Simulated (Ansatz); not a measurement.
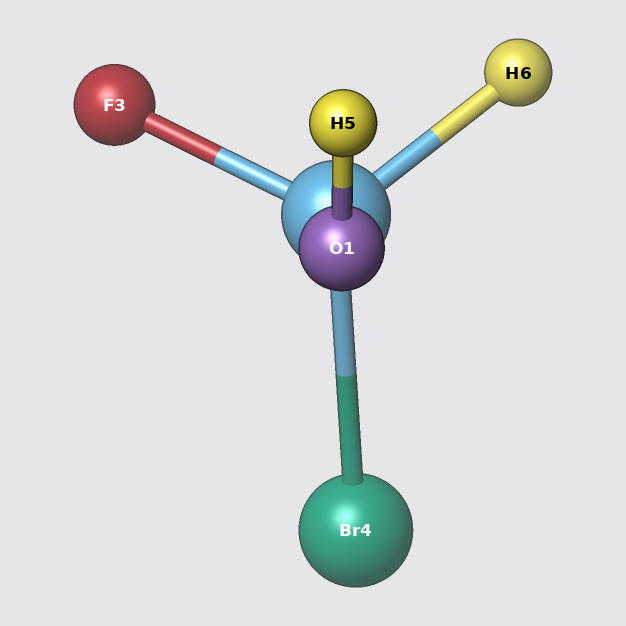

Simulated data, not a measurement (program: Ansatz).

Si2 lies behind O1. The molecule seen nearly along the O1–Si2 bond, O1 in front. Atoms fade into the background with distance from the viewer. Geometry: moved along internal coordinates away from the minimum.

> What is the torsion angle H5–O1–Si2–Br4? The sign is positive where the front bond must turn clockwise to cover the back bond.

176°, antiperiplanar (anti).
